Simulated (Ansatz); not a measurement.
Diamond-structure Ge, treated with r²SCANh in Ansatz (PAW).

Run with plane-wave cutoff 520 eV, 8×8×8 k mesh, Fermi–Dirac smearing 0.01 eV, scalar-relativistic PAW data made under PBE.

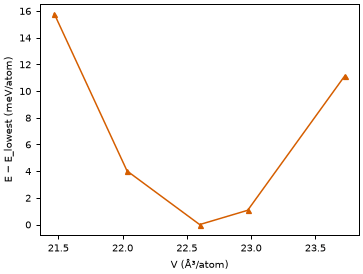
*Total energy against volume*

Q: From the curve, estimate the equilibrium volume and the bulk modulus.

A: V0 ≈ 22.6 Å³/atom and B0 ≈ 75 GPa; the fit gives V0 = 22.644 Å³/atom, B0 = 75.2 GPa, B′ = 4.7.

Measured, for comparison: bulk modulus 77.3 GPa (low-temperature value with the zero-point effect removed, our sources range from 77.3 to 79.4; as tabulated in Tanner et al. (2021), arXiv:2110.11888); equilibrium volume per atom 22.47 Å³/atom (static lattice: zero-point anharmonic expansion removed; as tabulated in Mejia-Rodriguez and Trickey (2018), arXiv:1807.09216). Computed (rounded) less measured: bulk modulus -3 % (-3 % to -5 % over the range), equilibrium volume per atom +0.8 %.

Computed values are for the static lattice.

Computing time: about 16 core-minutes (a rough figure).

Ansatz is a quantum-chemistry and plane-wave program.
